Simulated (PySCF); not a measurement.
**One shape, several levels: Si3H6 (SMILES [SiH2]1[SiH2][SiH2]1)**

We compute a comparison of 5 runs (HF/STO-3G, HF/3-21G, B3LYP/6-31G*, TPSSh/6-31+G*) of Si3H6. Input form: a Python script.

The calculation is run with PySCF 2.14.0.

## 1. The molecule

The species is Si3H6 (9 atoms), meant as a singlet with charge 0. SMILES: `[SiH2]1[SiH2][SiH2]1`. The shape is that of a PBE0-D4/def2-TZVP optimisation.

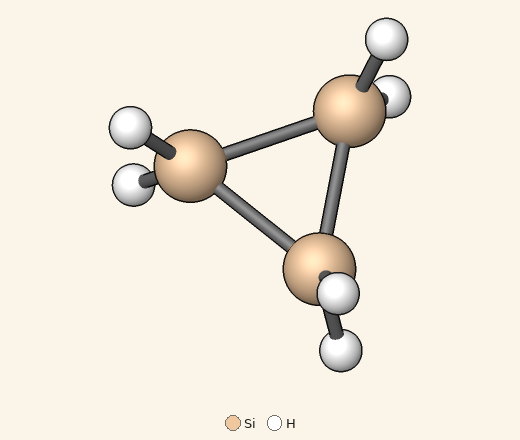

Viewed from a chosen angle; silicon light orange, hydrogen white.

## 2. Energy and gradient at HF/STO-3G (run 1)

Input file job.py:

```python
import pyscf.grad
from pyscf import gto, scf

mol = gto.M(
    atom='''
Si    -2.266349    -0.325222    -1.103600
Si     1.706423     1.570362    -1.040294
Si     0.561060    -1.247597     2.142194
H     -2.780354    -2.294128    -3.032632
H     -4.510398     1.249865    -0.515895
H      3.610133     0.756835    -2.931154
H      1.877065     4.297804    -0.412338
H      1.767083    -3.778318     2.192271
H      0.035338    -0.229791     4.701450
''',
    basis='sto-3g',
    charge=0,
    verbose=3,
    unit='bohr',
    max_memory=1860,
)

hf = scf.RHF(mol)
hf.conv_tol = 1e-10
hf.kernel()
if not hf.converged:
    hf = hf.newton().run(hf.mo_coeff, hf.mo_occ)

etot = hf.e_tot
print(f'total energy: {etot:.8f} hartree')
grad = hf.Gradients().kernel()
dip = hf.dip_moment()
pop, q = hf.mulliken_pop()
```

Command:

```
$ OMP_NUM_THREADS=1 python job.py
```

What it wrote:

```text
converged SCF energy = -860.234814497481
total energy: -860.23481450 hartree
--------------- RHF gradients ---------------
         x                y                z
0 Si    -0.0277801686    -0.0039845410    -0.0135271875
1 Si     0.0209509979     0.0192051329    -0.0128126124
2 Si     0.0069093651    -0.0153831892     0.0262285517
3 H    -0.0029084070    -0.0224759685    -0.0209605764
4 H    -0.0230367457     0.0187808329     0.0083521486
5 H     0.0198290012    -0.0115806617    -0.0205882101
6 H    -0.0003429637     0.0296225056     0.0087475963
7 H     0.0132683893    -0.0277576246    -0.0023048374
8 H    -0.0068894685     0.0135735136     0.0268651273
----------------------------------------------
Dipole moment(X, Y, Z, Debye):  0.00155, -0.00342, -0.00242
 ** Mulliken pop  **
pop of  0 Si 1s           1.99966
pop of  0 Si 2s           1.98824
pop of  0 Si 3s           1.29510
pop of  0 Si 2px          1.96289
pop of  0 Si 2py          1.96658
pop of  0 Si 2pz          1.96730
pop of  0 Si 3px          0.79684
pop of  0 Si 3py          0.84951
pop of  0 Si 3pz          0.87589
pop of  1 Si 1s           1.99966
pop of  1 Si 2s           1.98824
pop of  1 Si 3s           1.29509
pop of  1 Si 2px          1.96611
pop of  1 Si 2py          1.96317
pop of  1 Si 2pz          1.96750
pop of  1 Si 3px          0.85926
pop of  1 Si 3py          0.78335
pop of  1 Si 3pz          0.87965
pop of  2 Si 1s           1.99966
pop of  2 Si 2s           1.98824
pop of  2 Si 3s           1.29509
pop of  2 Si 2px          1.96986
pop of  2 Si 2py          1.96448
pop of  2 Si 2pz          1.96244
pop of  2 Si 3px          0.93196
pop of  2 Si 3py          0.80884
pop of  2 Si 3pz          0.78146
pop of  3 H 1s            1.14899
pop of  4 H 1s            1.14900
pop of  5 H 1s            1.14896
pop of  6 H 1s            1.14903
pop of  7 H 1s            1.14894
pop of  8 H 1s            1.14905
 ** Mulliken atomic charges  **
charge of    0Si =      0.29799
charge of    1Si =      0.29798
charge of    2Si =      0.29798
charge of    3H =     -0.14899
charge of    4H =     -0.14900
charge of    5H =     -0.14896
charge of    6H =     -0.14903
charge of    7H =     -0.14894
charge of    8H =     -0.14905
```

It took 4.8 s on 1 thread of Intel Xeon at 2.50GHz (Skylake/Cascade Lake), shared host; peak memory 0.12 GiB.

## 3. Energy and forces at HF/3-21G (run 2)

Input file job.py:

```python
import pyscf.grad
from pyscf import gto

system = gto.M(
    atom=[
    ('Si', (-1.199300, -0.172100, -0.584000)),
    ('Si', (0.903000, 0.831000, -0.550500)),
    ('Si', (0.296900, -0.660200, 1.133600)),
    ('H', (-1.471300, -1.214000, -1.604800)),
    ('H', (-2.386800, 0.661400, -0.273000)),
    ('H', (1.910400, 0.400500, -1.551100)),
    ('H', (0.993300, 2.274300, -0.218200)),
    ('H', (0.935100, -1.999400, 1.160100)),
    ('H', (0.018700, -0.121600, 2.487900)),
],
    max_memory=1860,
    verbose=4,
    basis='3-21g',
)

mf = system.RHF()
mf.conv_tol = 1e-10
mf.kernel()
if not mf.converged:
    mf = mf.newton().run(mf.mo_coeff, mf.mo_occ)

energy = mf.e_tot
print('Final energy', energy)
grad = mf.Gradients().kernel()
mf.analyze()
```

Command:

```
$ OMP_NUM_THREADS=1 python job.py
```

What it wrote:

```text
PySCF version 2.14.0

[... 75 lines left out ...]
One-electron Energy =                -1584.784477300793014
[... 7 lines left out ...]
MO #3   energy= -68.2886373732318  occ= 2
[... 5 lines left out ...]
MO #9   energy= -4.20368853924118  occ= 2
[... 5 lines left out ...]
MO #15  energy= -4.20012382427222  occ= 2
[... 5 lines left out ...]
MO #21  energy= -0.479417928410526 occ= 2
[... 5 lines left out ...]
MO #27  energy= 0.129903759538786  occ= 0
[... 5 lines left out ...]
MO #33  energy= 0.304633945686403  occ= 0
[... 5 lines left out ...]
MO #39  energy= 0.495599131647906  occ= 0
[... 5 lines left out ...]
MO #45  energy= 0.674740726537961  occ= 0
[... 5 lines left out ...]
MO #51  energy= 1.40244653141093   occ= 0
[... 24 lines left out ...]
pop of  1 Si 3pz          0.95558
pop of  1 Si 4px          0.00740
pop of  1 Si 4py          0.00949
pop of  1 Si 4pz          0.00571
pop of  2 Si 1s           2.00000
pop of  2 Si 2s           1.99976
pop of  2 Si 3s           1.08573
pop of  2 Si 4s           0.00545
pop of  2 Si 2px          1.99986
pop of  2 Si 2py          1.99982
pop of  2 Si 2pz          1.99979
pop of  2 Si 3px          0.99241
pop of  2 Si 3py          0.90929
pop of  2 Si 3pz          0.87365
pop of  2 Si 4px          0.00365
pop of  2 Si 4py          0.00817
pop of  2 Si 4pz          0.01078
pop of  3 H 1s            1.05450
pop of  3 H 2s            0.00132
pop of  4 H 1s            1.05451
pop of  4 H 2s            0.00132
pop of  5 H 1s            1.05448
pop of  5 H 2s            0.00132
pop of  6 H 1s            1.05453
pop of  6 H 2s            0.00132
pop of  7 H 1s            1.05446
pop of  7 H 2s            0.00132
pop of  8 H 1s            1.05455
pop of  8 H 2s            0.00132
 ** Mulliken atomic charges  **
charge of    0Si =      0.11165
charge of    1Si =      0.11165
charge of    2Si =      0.11165
charge of    3H =     -0.05582
charge of    4H =     -0.05583
charge of    5H =     -0.05580
charge of    6H =     -0.05585
charge of    7H =     -0.05577
charge of    8H =     -0.05587
Dipole moment(X, Y, Z, Debye):  0.00146, -0.00325, -0.00231
```

Wall time 4.8 s (1 thread of Intel Xeon at 2.50GHz (Skylake/Cascade Lake), shared host); peak memory 0.12 GiB.

Runs 3 to 4 aren't shown in full; the table further down has their settings and results.

## 4. Energy and forces at TPSSh/6-31+G(d) (spherical functions) (run 5)

Input file run.py:

```python
import pyscf.grad
from pyscf import gto, dft

molecule = gto.Mole()
molecule.atom = '''
Si  -1.199300  -0.172100  -0.584000
Si   0.903000   0.831000  -0.550500
Si   0.296900  -0.660200   1.133600
H   -1.471300  -1.214000  -1.604800
H   -2.386800   0.661400  -0.273000
H    1.910400   0.400500  -1.551100
H    0.993300   2.274300  -0.218200
H    0.935100  -1.999400   1.160100
H    0.018700  -0.121600   2.487900
'''
molecule.max_memory = 1860
molecule.verbose = 4
molecule.basis = '6-31+g*'
molecule.charge = 0
molecule.build()

ks = dft.RKS(molecule)
ks.xc = 'tpssh'
ks.grids.level = 5
ks.conv_tol = 1e-10
ks.kernel()
if not ks.converged:
    ks = ks.newton().run(ks.mo_coeff, ks.mo_occ)

energy = ks.e_tot
print('E = %.10f Eh' % energy)
grad = ks.Gradients().kernel()
ks.analyze()
```

Command:

```
$ OMP_NUM_THREADS=1 python run.py
```

What it wrote:

```text
PySCF version 2.14.0

[... 90 lines left out ...]
Two-electron Energy =                  526.443635388530311
[... 9 lines left out ...]
MO #6   energy= -5.21635469380665  occ= 2
[... 7 lines left out ...]
MO #14  energy= -3.56276620673945  occ= 2
[... 7 lines left out ...]
MO #22  energy= -0.343189510958975 occ= 2
[... 7 lines left out ...]
MO #30  energy= 0.0227233998957717 occ= 0
[... 7 lines left out ...]
MO #38  energy= 0.0753701217912797 occ= 0
[... 7 lines left out ...]
MO #46  energy= 0.244137574918146  occ= 0
[... 7 lines left out ...]
MO #54  energy= 0.391073211839741  occ= 0
[... 7 lines left out ...]
MO #62  energy= 0.628857071850249  occ= 0
[... 7 lines left out ...]
MO #70  energy= 0.934881971702149  occ= 0
[... 7 lines left out ...]
MO #78  energy= 1.26301323389629   occ= 0
[... 51 lines left out ...]
pop of  2 Si 2px          1.99990
pop of  2 Si 2py          1.99989
pop of  2 Si 2pz          1.99988
pop of  2 Si 3px          0.97376
pop of  2 Si 3py          0.88497
pop of  2 Si 3pz          0.84848
pop of  2 Si 4px          0.00451
pop of  2 Si 4py          0.00909
pop of  2 Si 4pz          0.01158
pop of  2 Si 5px          0.00029
pop of  2 Si 5py          0.00065
pop of  2 Si 5pz          0.00068
pop of  2 Si 3dxy         0.00538
pop of  2 Si 3dyz         0.00764
pop of  2 Si 3dz^2        0.00776
pop of  2 Si 3dxz         0.00641
pop of  2 Si 3dx2-y2      0.00425
pop of  3 H 1s            1.05360
pop of  3 H 2s            0.00264
pop of  4 H 1s            1.05362
pop of  4 H 2s            0.00264
pop of  5 H 1s            1.05359
pop of  5 H 2s            0.00264
pop of  6 H 1s            1.05364
pop of  6 H 2s            0.00264
pop of  7 H 1s            1.05358
pop of  7 H 2s            0.00264
pop of  8 H 1s            1.05365
pop of  8 H 2s            0.00264
 ** Mulliken atomic charges  **
charge of    0Si =      0.11250
charge of    1Si =      0.11250
charge of    2Si =      0.11250
charge of    3H =     -0.05624
charge of    4H =     -0.05626
charge of    5H =     -0.05623
charge of    6H =     -0.05627
charge of    7H =     -0.05622
charge of    8H =     -0.05628
Dipole moment(X, Y, Z, Debye):  0.00104, -0.00229, -0.00160
```

Run time: 76 s. Hardware: 1 thread of Intel Xeon at 2.50GHz (Skylake/Cascade Lake), shared host; peak memory 0.77 GiB.

## 5. Overview of the runs

| run | level | integration grid | Cartesian functions | energy (Eh) | dipole moment (D) | HOMO energy (eV) | LUMO energy (eV) | wall time |
| --- | --- | --- | --- | --- | --- | --- | --- | --- |
| 1 | HF/STO-3G | – | no | -860.234814 | 0.00 | -6.00 | 9.87 | 4.8 s |
| 2 | HF/3-21G | – | no | -865.604872 | 0.00 | -9.27 | 2.83 | 4.8 s |
| 3 | B3LYP/6-31G* (spherical functions) | 5 | no | -872.038346 | 0.00 | -6.65 | -0.74 | 48 s |
| 4 | B3LYP/6-31G* (Cartesian functions) | 5 | yes | -872.043741 | 0.00 | -6.65 | -0.74 | 49 s |
| 5 | TPSSh/6-31+G* (spherical functions) | 5 | no | -872.048516 | 0.00 | -6.48 | -1.30 | 76 s |

## 6. Summary of results

| quantity | value |
| --- | --- |
| run 5: total energy | -872.04852 Eh |
| run 5: dipole moment | 0.00 D |
| run 5: HOMO energy | -6.48 eV |
| run 5: LUMO energy | -1.30 eV |
| run 5: HOMO–LUMO gap | 5.18 eV |
| run 5: largest force on an atom | 0.154 eV/Å |

**Reading.** The HOMO–LUMO gap runs from 5.18 eV (TPSSh/6-31+G*) to 15.87 eV (HF/STO-3G). The two ends differ in method and basis. Totals of different functionals can't be ranked against each other. In run 1 the basis is minimal, so the values are rough. All runs together took 3 min, the longest 76 s.
